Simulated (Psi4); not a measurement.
# BCl (SMILES [B]Cl): CCSD(T)/6-311++G(3df,3pd) (sweep point 9)

What is the energy change on altering one bond length of BCl at CCSD(T)/6-311++G(3df,3pd) (sweep point 9)? 

Program for the calculation: Psi4 1.11.

## (1) Starting point

BCl has 2 atoms, charge 0, and is taken as a singlet. SMILES: `[B]Cl`. The coordinates come from a GFN2-xTB relaxation.

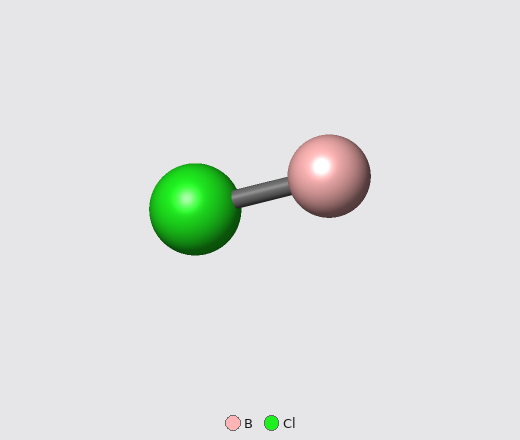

Viewed from a chosen angle; boron pink, chlorine green.

## (2) A single-point energy at CCSD(T)/6-311++G(3df,3pd) (sweep point 9)

Input file bcl.inp:

```
memory 1600 mb

molecule {
  0 1
  B      0.000000     0.000000     0.000000
  Cl     0.000000     0.000000     1.578530
  symmetry c1
}

set {
  basis 6-311++G(3df,3pd)
  puream true
  scf_type pk
  num_frozen_docc 6
}

e_tot = energy('ccsd(t)')
print_variables()
```

On the command line:

```bash
$ psi4 -n 1 bcl.inp bcl.out
```

bcl.out:

```text
[...]
  Running in c1 symmetry.
[...]
  Nuclear repulsion =   28.494905327709958
[...]
  Multiplicity = 1
[...]
  Nalpha       = 11
  Nbeta        = 11
[...]
    Number of basis functions: 86
[...]
   @RHF iter   1:  -484.12916714986409   -3.41635e-01   1.54387e-03 ADIIS/DIIS
[...]
   @RHF iter  10:  -484.13896713358423   -4.32010e-12   2.49520e-09 DIIS
[...]
    Orbital Energies [Eh]
    ---------------------
    Doubly Occupied:
       1A   -104.890287     2A    -10.623804     3A     -8.090872
       4A     -8.089248     5A     -8.089248     6A     -7.688559
       7A     -1.201889     8A     -0.696627     9A     -0.551479
      10A     -0.551479    11A     -0.363000
[...]
  @RHF Final Energy:  -484.13896713358423
   => Energetics <=
    Nuclear Repulsion Energy =             28.4949053277099580
    One-Electron Energy =                -723.5947622134635822
    Two-Electron Energy =                 210.9608897521693791
    Total Energy =                       -484.1389671335842877
[...]
 Multipole Moments:
 ------------------------------------------------------------------------------------
     Multipole            Electronic (a.u.)      Nuclear  (a.u.)        Total (a.u.)
 ------------------------------------------------------------------------------------
 L = 1.  Multiply by 2.5417464519 to convert [e a0] to [Debye]
 Dipole X            :          0.0000000            0.0000000            0.0000000
 Dipole Y            :          0.0000000            0.0000000            0.0000000
 Dipole Z            :          0.1570929            0.7989079            0.9560008
 Magnitude           :                                                    0.9560008
[...]
      * MP2 total energy                      = -484.398273518652900
[...]
      * CCSD total energy                     = -484.426613411629774
[...]
      * CCSD(T) total energy                  = -484.440133812613965
[...]
```

Wall time 7.8 s (1 thread of AMD EPYC 9R45 (Zen 5), shared host); peak memory 0.7 GiB.

## (3) The distorted shape

Input file bcl.in:

```
memory 1600 MB

molecule geom {
  0 1
  B      0.000000     0.000000    -0.315670
  Cl     0.000000     0.000000     1.578530
  units angstrom
  symmetry c1
}

set basis 6-311++G(3df,3pd)
set puream true
set scf_type pk
set num_frozen_docc 6

energy_value, wavefunction = energy('ccsd(t)', return_wfn=True)
```

On the command line:

```bash
$ psi4 -n 1 bcl.in bcl.out
```

bcl.out:

```text
[...]
  Running in c1 symmetry.
[...]
  Nuclear repulsion =   23.746205736960192
[...]
  Multiplicity = 1
[...]
  Nalpha       = 11
  Nbeta        = 11
[...]
    Number of basis functions: 86
[...]
   @RHF iter   1:  -484.12450656975778   -6.61655e-01   1.87013e-03 ADIIS/DIIS
[...]
   @RHF iter  10:  -484.13934627794896   -6.76437e-12   5.50664e-09 DIIS
[...]
    Orbital Energies [Eh]
    ---------------------
    Doubly Occupied:
       1A   -104.858415     2A    -10.584087     3A     -8.050953
       4A     -8.050079     5A     -8.050079     6A     -7.755156
       7A     -1.114053     8A     -0.638238     9A     -0.493871
      10A     -0.493871    11A     -0.400716
[...]
  @RHF Final Energy:  -484.13934627794896
   => Energetics <=
    Nuclear Repulsion Energy =             23.7462057369601922
    One-Electron Energy =                -714.7920683625250149
    Two-Electron Energy =                 206.9065163476159057
    Total Energy =                       -484.1393462779489028
[...]
 Multipole Moments:
 ------------------------------------------------------------------------------------
     Multipole            Electronic (a.u.)      Nuclear  (a.u.)        Total (a.u.)
 ------------------------------------------------------------------------------------
 L = 1.  Multiply by 2.5417464519 to convert [e a0] to [Debye]
 Dipole X            :         -0.0000000            0.0000000           -0.0000000
 Dipole Y            :         -0.0000000            0.0000000           -0.0000000
 Dipole Z            :         -0.9240698            0.9586713            0.0346015
 Magnitude           :                                                    0.0346015
[...]
      * MP2 total energy                      = -484.396989935420550
[...]
      * CCSD total energy                     = -484.428165290433981
[...]
      * CCSD(T) total energy                  = -484.442313549551841
[...]
```

It took 8.1 s on 1 thread of AMD EPYC 9R45 (Zen 5), shared host; peak memory 0.7 GiB.

## (4) Results

At CCSD(T)/6-311++G(3df,3pd) (sweep point 9), 6 core orbitals frozen:

```
                                                          quantity          value
                                         first shape: total energy  -484.44013 Eh
                  first shape: HOMO energy (Hartree–Fock orbitals)       -9.88 eV
                  first shape: LUMO energy (Hartree–Fock orbitals)        1.36 eV
                first shape: HOMO–LUMO gap (Hartree–Fock orbitals)       11.24 eV
          first shape: correlation energy (6 core orbitals frozen)     -301.2 mEh
                                       first shape: (T) correction     -13.52 mEh
                                        first shape: T1 diagnostic          0.015
                                     distorted shape: total energy  -484.44231 Eh
              distorted shape: HOMO energy (Hartree–Fock orbitals)      -10.90 eV
              distorted shape: LUMO energy (Hartree–Fock orbitals)        0.93 eV
            distorted shape: HOMO–LUMO gap (Hartree–Fock orbitals)       11.83 eV
      distorted shape: correlation energy (6 core orbitals frozen)     -303.0 mEh
                                   distorted shape: (T) correction     -14.15 mEh
                                    distorted shape: T1 diagnostic          0.018
energy change with the B1–Cl2 bond stretched from 1.579 to 1.894 Å      -0.059 eV
```

What this shows: With the B1–Cl2 bond stretched from 1.579 to 1.894 Å the energy falls by 0.06 eV (1.4 kcal/mol). The first shape isn't relaxed at this level, so the change isn't measured from a minimum. The triples (first shape) make up 4.5 % of the correlation energy. The triples (distorted shape) make up 4.7 % of the correlation energy.
